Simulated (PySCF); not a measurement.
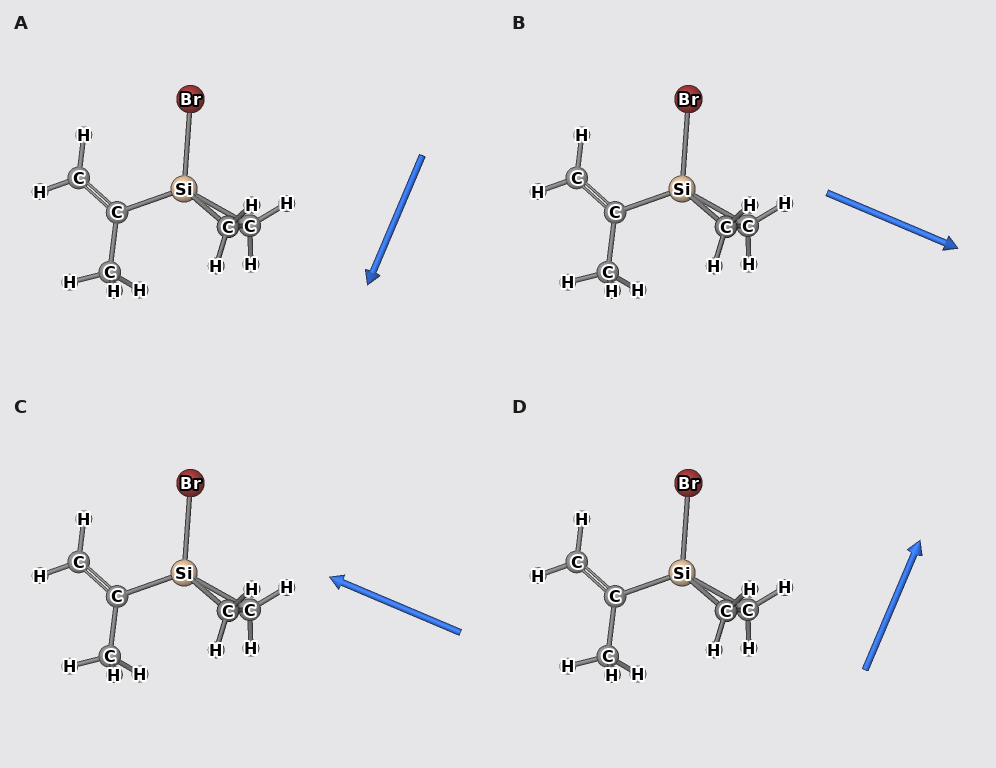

The same molecule four times, each with an arrow. Computed geometry: GFN2-xTB optimisation. No frequency run is at hand to confirm it as a minimum. Level of theory: ωB97X-D/def2-SVPD, gas phase (PySCF 2.14.0).

Which arrow points along the dipole moment, from the negative to the positive end?

A. The dipole moment is 2.20 D.

The geometry is semi-empirical. Around Br, Si such bond lengths and angles can be off by a tenth of an ångström or more and by several degrees, and values that hang on the shape move with them.
